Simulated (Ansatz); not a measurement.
Nudged elastic band of Al2NH7O (part 1 of 2)

Al2NH7O, computed with RHF/6-31G* (Ansatz 0.2.0).

It belongs to a series of runs on one base structure; here: band between the two ends. Figures and captions count atoms from 1; the log counts them from 0 in places.

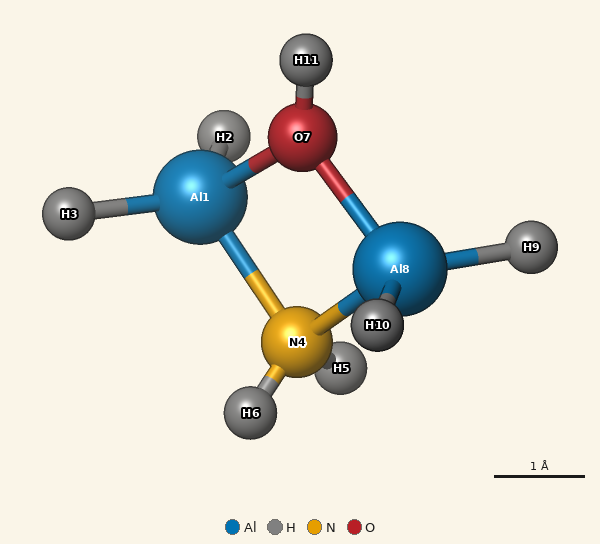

*The input geometry (ball-and-stick view, seen at a tilt; atoms are numbered from 1 in the order of the input). Sticks mark near contacts.*

Bond lengths as drawn: Al–H 1.59 Å, Al–N 1.97 Å, Al–O 1.87 Å, H–N 1.01 Å and H–O 0.95 Å.

**Input**
```yaml
crystal:
  periodic: [false, false, false]
  atoms:
    - { symbol: Al, position_ang: [-0.03108, 0.112752, 0.269804] }
    - { symbol: H, position_ang: [-0.338318, -1.172648, 1.151465] }
    - { symbol: H, position_ang: [1.320149, 0.242328, -0.555267] }
    - { symbol: "N", position_ang: [-1.594299, 0.656722, -0.798735] }
    - { symbol: H, position_ang: [-2.354161, -0.001266, -0.776234] }
    - { symbol: H, position_ang: [-1.388554, 0.82981, -1.767524] }
    - { symbol: O, position_ang: [-0.420991, 1.68343, 1.198107] }
    - { symbol: Al, position_ang: [-1.915036, 2.287983, 0.258292] }
    - { symbol: H, position_ang: [-3.23578, 2.172558, 1.133668] }
    - { symbol: H, position_ang: [-1.589499, 3.601781, -0.573152] }
    - { symbol: H, position_ang: [0.003066, 2.05465, 1.958076] }
basis:
  gaussian: { orbitals: "6-31G*" }
hamiltonian:
  xc: hf
neb:
  order_check: false
  images: 4
  f_tol: 0.05
  max_iterations: 60
  climbing: false
  final_atoms:
    - { symbol: Al, position_ang: [-0.47677955, 0.83290708, -0.89548676] }
    - { symbol: H, position_ang: [0.19586738, -0.49675833, 2.72288058] }
    - { symbol: H, position_ang: [1.07076263, 0.88686004, -1.1991174] }
    - { symbol: "N", position_ang: [-1.39929504, -0.59642854, -1.38433028] }
    - { symbol: H, position_ang: [-1.00042423, -1.3853966, -1.84846704] }
    - { symbol: H, position_ang: [-2.37698897, -0.73776753, -1.24165154] }
    - { symbol: O, position_ang: [-1.24936217, 2.1212209, -0.12596622] }
    - { symbol: Al, position_ang: [-1.89508406, 3.4703078, 0.64482768] }
    - { symbol: H, position_ang: [-2.49809668, 4.64746053, -0.22370843] }
    - { symbol: H, position_ang: [-1.89185648, 3.53298833, 2.22626382] }
    - { symbol: H, position_ang: [-0.02324583, 0.19270632, 2.82325558] }
  initial_path:
    images:
      - { positions_ang: [[-0.03108, 0.112752, 0.269804], [-0.338318, -1.172648, 1.151465], [1.320149, 0.242328, -0.555267], [-1.594299, 0.656722, -0.798735], [-2.354161, -0.001266, -0.776234], [-1.388554, 0.82981, -1.767524], [-0.420991, 1.68343, 1.198107], [-1.915036, 2.287983, 0.258292], [-3.23578, 2.172558, 1.133668], [-1.589499, 3.601781, -0.573152], [0.003066, 2.05465, 1.958076]] }
      - { positions_ang: [[-0.02395821, 0.06136186, 0.17566865], [-0.22024855, -0.69772106, 1.46847509], [1.33194372, 0.12703848, -0.62273205], [-1.62082355, 0.39037689, -0.85989933], [-2.34923516, -0.32676131, -0.80608071], [-1.58868901, 0.81802901, -1.69925735], [-0.35558134, 1.79182497, 0.98100492], [-1.84601749, 2.53821432, 0.33426118], [-3.13862671, 2.21459726, 0.58644471], [-1.67119282, 3.9170413, 0.03584709], [-0.06207389, 1.6340983, 1.9047678]] }
      - { positions_ang: [[-0.01683641, 0.00997171, 0.08153331], [-0.10217909, -0.22279413, 1.78548517], [1.34373844, 0.01174895, -0.6901971], [-1.64734811, 0.12403177, -0.92106365], [-2.34430932, -0.65225662, -0.83592741], [-1.78882402, 0.80624801, -1.6309907], [-0.29017167, 1.90021994, 0.76390283], [-1.77699897, 2.78844565, 0.41023036], [-3.04147342, 2.25663652, 0.03922143], [-1.75288664, 4.23230159, 0.64484617], [-0.12721378, 1.21354661, 1.8514596]] }
      - { positions_ang: [[-0.10597632, 0.15400273, -0.15152485], [0.00465798, -0.08761619, 2.09976829], [1.29386117, 0.14065536, -0.81896718], [-1.60834731, -0.12659833, -1.03818271], [-2.07356197, -0.92908274, -1.05037402], [-1.98651101, 0.49273251, -1.52581621], [-0.45584591, 1.98777812, 0.49908819], [-1.77300859, 3.02491061, 0.48753749], [-2.89393676, 2.75161702, -0.23225386], [-1.81335814, 4.21854306, 1.20472933], [-0.13247615, 0.84115787, 2.02449551]] }
      - { positions_ang: [[-0.29137794, 0.4934549, -0.52350581], [0.10026268, -0.29218726, 2.41132444], [1.1823119, 0.5137577, -1.00904229], [-1.50382118, -0.36151344, -1.21125649], [-1.5369931, -1.15723967, -1.44942053], [-2.18174999, -0.12251751, -1.38373388], [-0.85260404, 2.05449951, 0.18656099], [-1.83404632, 3.2476092, 0.56618259], [-2.69601672, 3.69953878, -0.22798115], [-1.85260731, 3.8757657, 1.71549658], [-0.07786099, 0.5169321, 2.42387555]] }
      - { positions_ang: [[-0.47677955, 0.83290708, -0.89548676], [0.19586738, -0.49675833, 2.72288058], [1.07076263, 0.88686004, -1.1991174], [-1.39929504, -0.59642854, -1.38433028], [-1.00042423, -1.3853966, -1.84846704], [-2.37698897, -0.73776753, -1.24165154], [-1.24936217, 2.1212209, -0.12596622], [-1.89508406, 3.4703078, 0.64482768], [-2.49809668, 4.64746053, -0.22370843], [-1.89185648, 3.53298833, 2.22626382], [-0.02324583, 0.19270632, 2.82325558]] }
```

Hardware: 1 thread of AMD EPYC (Zen 3), 32 GiB of memory available, shared host.

Command:
```bash
ansatz run input.yaml --threads 1 --pin off --max-ram 2048MiB --backend cpu --events-out ev --progress --plain --runs-dir out
```

**Log**
```
Engine: ansatz 0.2.0, x86_64-unknown-linux-gnu
Functional definition: HF
  exchange = exact_x
  correlation = 0
882 factors; integrals over basis functions are off by at most 4.0e-4 eV
mean field evaluation 1: about -16795.0416 eV, gradient 4.0e1 eV
mean field evaluation 2: about -16795.0937 eV, gradient 4.1e1 eV
mean field evaluation 4: about -16798.5729 eV, gradient 3.0e0 eV
mean field evaluation 8: about -16798.6067 eV, gradient 1.6e-1 eV
mean field -16798.60677729 eV, -617.3374125607 hartree, gradient 1.4e-5 eV, S^2 0.000000; 0 other end points of the search recorded, 0 dependent functions left out
the calculation of the forces begins
reference -16798.60677729 eV, -617.3374125607 hartree; 24, 24 occupied and 58, 58 virtual orbitals, 882 factors
876 factors; integrals over basis functions are off by at most 1.0e-3 eV
mean field evaluation 16: about -16797.2512 eV, gradient 3.6e0 eV
mean field -16797.30258067 eV, -617.2894842190 hartree, gradient 2.5e-5 eV, S^2 0.000000; 0 other end points of the search recorded, 0 dependent functions left out
[... from here on the field's lines of each further geometry are left out, up to the last ...]
NEB iter   1: max|band force component| = 2.917e1 eV/Å  barrier→ = 8.8816 eV  barrier← = 7.5774 eV  Δτ_max = 0.2000 Å  (197 SCF iters)
NEB iter   2: max|band force component| = 3.842e0 eV/Å  barrier→ = 3.3585 eV  barrier← = 2.0543 eV  Δτ_max = 0.2000 Å  (121 SCF iters)
NEB iter   3: max|band force component| = 9.273e0 eV/Å  barrier→ = 3.8319 eV  barrier← = 2.5277 eV  Δτ_max = 0.0991 Å  (126 SCF iters)
NEB iter   4: max|band force component| = 1.681e0 eV/Å  barrier→ = 2.9011 eV  barrier← = 1.5969 eV  Δτ_max = 0.2000 Å  (121 SCF iters)
NEB iter   5: max|band force component| = 1.043e0 eV/Å  barrier→ = 2.5405 eV  barrier← = 1.2363 eV  Δτ_max = 0.1959 Å  (122 SCF iters)
NEB iter   6: max|band force component| = 5.544e-1 eV/Å  barrier→ = 2.2790 eV  barrier← = 0.9748 eV  Δτ_max = 0.1986 Å  (124 SCF iters)
NEB iter   7: max|band force component| = 5.282e-1 eV/Å  barrier→ = 2.0707 eV  barrier← = 0.7665 eV  Δτ_max = 0.1959 Å  (121 SCF iters)
NEB iter   8: max|band force component| = 4.918e-1 eV/Å  barrier→ = 2.0219 eV  barrier← = 0.7177 eV  Δτ_max = 0.1994 Å  (120 SCF iters)
NEB iter   9: max|band force component| = 3.038e0 eV/Å  barrier→ = 2.2045 eV  barrier← = 0.9003 eV  Δτ_max = 0.1040 Å  (125 SCF iters)
NEB iter  10: max|band force component| = 4.466e-1 eV/Å  barrier→ = 1.9576 eV  barrier← = 0.6534 eV  Δτ_max = 0.2000 Å  (123 SCF iters)
NEB iter  11: max|band force component| = 9.876e-1 eV/Å  barrier→ = 2.1010 eV  barrier← = 0.7968 eV  Δτ_max = 0.1006 Å  (122 SCF iters)
NEB iter  12: max|band force component| = 4.659e-1 eV/Å  barrier→ = 1.9656 eV  barrier← = 0.6614 eV  Δτ_max = 0.1985 Å  (122 SCF iters)
NEB iter  13: max|band force component| = 5.485e-1 eV/Å  barrier→ = 1.9543 eV  barrier← = 0.6501 eV  Δτ_max = 0.1011 Å  (121 SCF iters)
NEB iter  14: max|band force component| = 3.480e-1 eV/Å  barrier→ = 1.9805 eV  barrier← = 0.6763 eV  Δτ_max = 0.1002 Å  (123 SCF iters)
NEB iter  15: max|band force component| = 2.610e-1 eV/Å  barrier→ = 1.9359 eV  barrier← = 0.6317 eV  Δτ_max = 0.1010 Å  (125 SCF iters)
NEB iter  16: max|band force component| = 2.126e-1 eV/Å  barrier→ = 1.9063 eV  barrier← = 0.6021 eV  Δτ_max = 0.1009 Å  (124 SCF iters)
NEB iter  17: max|band force component| = 1.865e-1 eV/Å  barrier→ = 1.8530 eV  barrier← = 0.5488 eV  Δτ_max = 0.1009 Å  (124 SCF iters)
NEB iter  18: max|band force component| = 2.236e-1 eV/Å  barrier→ = 1.7822 eV  barrier← = 0.4780 eV  Δτ_max = 0.0504 Å  (124 SCF iters)
NEB iter  19: max|band force component| = 2.700e-1 eV/Å  barrier→ = 1.7437 eV  barrier← = 0.4396 eV  Δτ_max = 0.0502 Å  (125 SCF iters)
NEB iter  20: max|band force component| = 2.958e-1 eV/Å  barrier→ = 1.7262 eV  barrier← = 0.4220 eV  Δτ_max = 0.0251 Å  (123 SCF iters)
NEB iter  21: max|band force component| = 3.335e-1 eV/Å  barrier→ = 1.7064 eV  barrier← = 0.4022 eV  Δτ_max = 0.0250 Å  (121 SCF iters)
NEB iter  22: max|band force component| = 3.509e-1 eV/Å  barrier→ = 1.6932 eV  barrier← = 0.3890 eV  Δτ_max = 0.0500 Å  (121 SCF iters)
NEB iter  23: max|band force component| = 3.581e-1 eV/Å  barrier→ = 1.6709 eV  barrier← = 0.3667 eV  Δτ_max = 0.0999 Å  (119 SCF iters)
NEB iter  24: max|band force component| = 3.797e-1 eV/Å  barrier→ = 1.6338 eV  barrier← = 0.3296 eV  Δτ_max = 0.2000 Å  (122 SCF iters)
NEB iter  25: max|band force component| = 4.437e-1 eV/Å  barrier→ = 1.5725 eV  barrier← = 0.2683 eV  Δτ_max = 0.2000 Å  (122 SCF iters)
NEB iter  26: max|band force component| = 7.098e-1 eV/Å  barrier→ = 1.6738 eV  barrier← = 0.3696 eV  Δτ_max = 0.1004 Å  (121 SCF iters)
NEB iter  27: max|band force component| = 8.695e-1 eV/Å  barrier→ = 1.7842 eV  barrier← = 0.4800 eV  Δτ_max = 0.1011 Å  (122 SCF iters)
NEB iter  28: max|band force component| = 7.962e-1 eV/Å  barrier→ = 1.8916 eV  barrier← = 0.5874 eV  Δτ_max = 0.2000 Å  (123 SCF iters)
NEB iter  29: max|band force component| = 8.146e-1 eV/Å  barrier→ = 2.1642 eV  barrier← = 0.8600 eV  Δτ_max = 0.1001 Å  (120 SCF iters)
NEB iter  30: max|band force component| = 5.675e-1 eV/Å  barrier→ = 2.1087 eV  barrier← = 0.8045 eV  Δτ_max = 0.1000 Å  (124 SCF iters)
NEB iter  31: max|band force component| = 3.497e-1 eV/Å  barrier→ = 2.0779 eV  barrier← = 0.7737 eV  Δτ_max = 0.1002 Å  (124 SCF iters)
NEB iter  32: max|band force component| = 2.587e-1 eV/Å  barrier→ = 2.0615 eV  barrier← = 0.7573 eV  Δτ_max = 0.1003 Å  (123 SCF iters)
NEB iter  33: max|band force component| = 2.812e-1 eV/Å  barrier→ = 2.0611 eV  barrier← = 0.7569 eV  Δτ_max = 0.1004 Å  (123 SCF iters)
NEB iter  34: max|band force component| = 3.001e-1 eV/Å  barrier→ = 2.0998 eV  barrier← = 0.7956 eV  Δτ_max = 0.2000 Å  (123 SCF iters)
NEB iter  35: max|band force component| = 2.856e-1 eV/Å  barrier→ = 2.0502 eV  barrier← = 0.7460 eV  Δτ_max = 0.2000 Å  (121 SCF iters)
NEB iter  36: max|band force component| = 5.528e-1 eV/Å  barrier→ = 1.9643 eV  barrier← = 0.6601 eV  Δτ_max = 0.1004 Å  (121 SCF iters)
NEB iter  37: max|band force component| = 6.153e-1 eV/Å  barrier→ = 1.8543 eV  barrier← = 0.5501 eV  Δτ_max = 0.1010 Å  (124 SCF iters)
NEB iter  38: max|band force component| = 5.216e-1 eV/Å  barrier→ = 1.7226 eV  barrier← = 0.4184 eV  Δτ_max = 0.1011 Å  (124 SCF iters)
NEB iter  39: max|band force component| = 5.408e-1 eV/Å  barrier→ = 1.6339 eV  barrier← = 0.3297 eV  Δτ_max = 0.0501 Å  (123 SCF iters)
NEB iter  40: max|band force component| = 4.865e-1 eV/Å  barrier→ = 1.5958 eV  barrier← = 0.2916 eV  Δτ_max = 0.0501 Å  (125 SCF iters)
NEB iter  41: max|band force component| = 1.983e-1 eV/Å  barrier→ = 1.5637 eV  barrier← = 0.2595 eV  Δτ_max = 0.1002 Å  (125 SCF iters)
NEB iter  42: max|band force component| = 3.323e-1 eV/Å  barrier→ = 1.5152 eV  barrier← = 0.2110 eV  Δτ_max = 0.0500 Å  (121 SCF iters)
NEB iter  43: max|band force component| = 1.610e-1 eV/Å  barrier→ = 1.5125 eV  barrier← = 0.2083 eV  Δτ_max = 0.1002 Å  (125 SCF iters)
NEB iter  44: max|band force component| = 1.964e-1 eV/Å  barrier→ = 1.5146 eV  barrier← = 0.2104 eV  Δτ_max = 0.0503 Å  (121 SCF iters)
NEB iter  45: max|band force component| = 1.453e-1 eV/Å  barrier→ = 1.5101 eV  barrier← = 0.2059 eV  Δτ_max = 0.0501 Å  (123 SCF iters)
NEB iter  46: max|band force component| = 1.511e-1 eV/Å  barrier→ = 1.5026 eV  barrier← = 0.1984 eV  Δτ_max = 0.0251 Å  (124 SCF iters)
NEB iter  47: max|band force component| = 1.002e-1 eV/Å  barrier→ = 1.5012 eV  barrier← = 0.1970 eV  Δτ_max = 0.0507 Å  (114 SCF iters)
```
